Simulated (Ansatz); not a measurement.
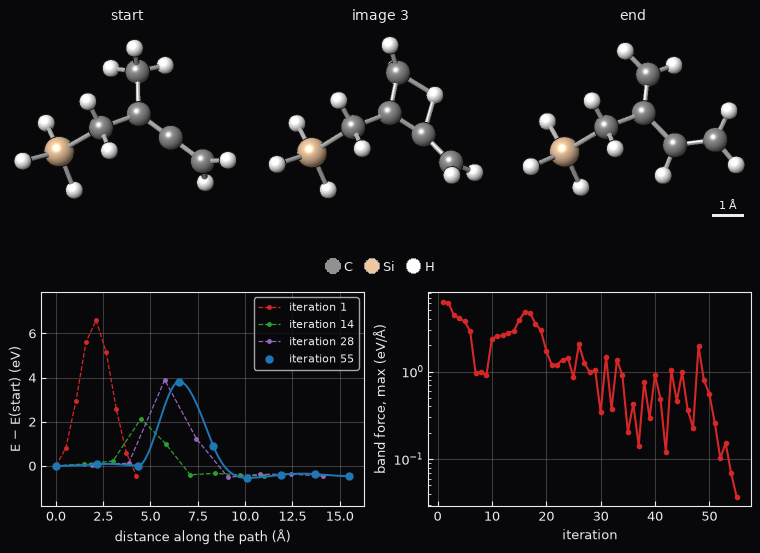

A search for the minimum-energy path of C5H10Si by the nudged elastic band. Images are numbered from 0 (start) to 8 (end). The plot follows the band through its iterations. The picture is a ball-and-stick view, seen face on.

The calculation used RHF/def2-SVP in Ansatz 0.2.0.

Input
```yaml
crystal:
  periodic: [false, false, false]
  atoms:
    - { symbol: C, position_ang: [-1.47434, -1.320581, 1.97323] }
    - { symbol: C, position_ang: [-0.602323, -0.915796, 1.096709] }
    - { symbol: C, position_ang: [0.273101, -0.512758, 0.218317] }
    - { symbol: C, position_ang: [0.846314, -1.465349, -0.807472] }
    - { symbol: C, position_ang: [0.751642, 0.926815, 0.172325] }
    - { symbol: Si, position_ang: [-0.206209, 2.02806, -1.046198] }
    - { symbol: H, position_ang: [-1.166275, -1.720115, 2.933541] }
    - { symbol: H, position_ang: [-2.538989, -1.272775, 1.771625] }
    - { symbol: H, position_ang: [0.673891, -1.096558, -1.820994] }
    - { symbol: H, position_ang: [1.927087, -1.558966, -0.674168] }
    - { symbol: H, position_ang: [0.401715, -2.454879, -0.722744] }
    - { symbol: H, position_ang: [0.664229, 1.389209, 1.157786] }
    - { symbol: H, position_ang: [1.813138, 0.952731, -0.09174] }
    - { symbol: H, position_ang: [-1.619387, 2.15376, -0.618123] }
    - { symbol: H, position_ang: [-0.174254, 1.46526, -2.418748] }
    - { symbol: H, position_ang: [0.40776, 3.379341, -1.079047] }
basis:
  gaussian: { orbitals: def2-SVP }
hamiltonian:
  xc: hf
neb:
  order_check: false
  images: 7
  f_tol: 0.05
  max_iterations: 60
  initial_path: linear
  final_atoms:
    - { symbol: C, position_ang: [-1.30903168, -1.65529389, 1.6471657] }
    - { symbol: C, position_ang: [-1.0025758, -0.65839851, 0.83011547] }
    - { symbol: C, position_ang: [0.3031073, -0.47319092, 0.14409634] }
    - { symbol: C, position_ang: [0.96361822, -1.49231529, -0.39662177] }
    - { symbol: C, position_ang: [0.81454096, 0.95021901, 0.0712553] }
    - { symbol: Si, position_ang: [0.09963116, 1.9776897, -1.36083757] }
    - { symbol: H, position_ang: [-0.59693499, -2.43401227, 1.89279373] }
    - { symbol: H, position_ang: [-2.28681075, -1.71897378, 2.10781185] }
    - { symbol: H, position_ang: [-1.74394828, 0.11736531, 0.65866805] }
    - { symbol: H, position_ang: [1.92613651, -1.35301137, -0.87386186] }
    - { symbol: H, position_ang: [0.5595458, -2.49577251, -0.39004944] }
    - { symbol: H, position_ang: [0.60912004, 1.47635539, 1.00796459] }
    - { symbol: H, position_ang: [1.89993831, 0.95171964, -0.05388247] }
    - { symbol: H, position_ang: [-1.38329301, 2.0144692, -1.31038532] }
    - { symbol: H, position_ang: [0.5160488, 1.40078517, -2.66134028] }
    - { symbol: H, position_ang: [0.60800741, 3.36976412, -1.26859331] }
```

Command:
```bash
ansatz run input.yaml --threads 2 --pin off --max-ram 3072MiB --backend cpu --events-out ev --progress --plain --runs-dir out
```

Question: Judge this run.

Answer: The run is converged, with reservations. The band converged in 55 iterations. The largest component of the band force went from 6.3 to 0.037 eV/Å. The climbing image converged on the top of the path. Its curvatures weren't checked. The straight starting path can push atoms close together and costs iterations. The first iteration put the highest image at 6.60 eV. The energy climbs by 3.82 eV to image 3 and then falls by 4.28 eV, so the end point sits at −0.46 eV. Image 5 lies below both ends, at −0.54 eV, which points to an intermediate minimum that so few images don't resolve. The profile has 3 maxima (images 1, 3, 7) with a dip at image 5 (−0.54 eV), so the process runs in steps.

Limits of the set-up: Hartree-Fock leaves out electron correlation.

Cost: 8 min on 2 threads of AMD EPYC 9R45 96-Core Processor (Zen 5) (shared host), peak memory 0.41 GiB.
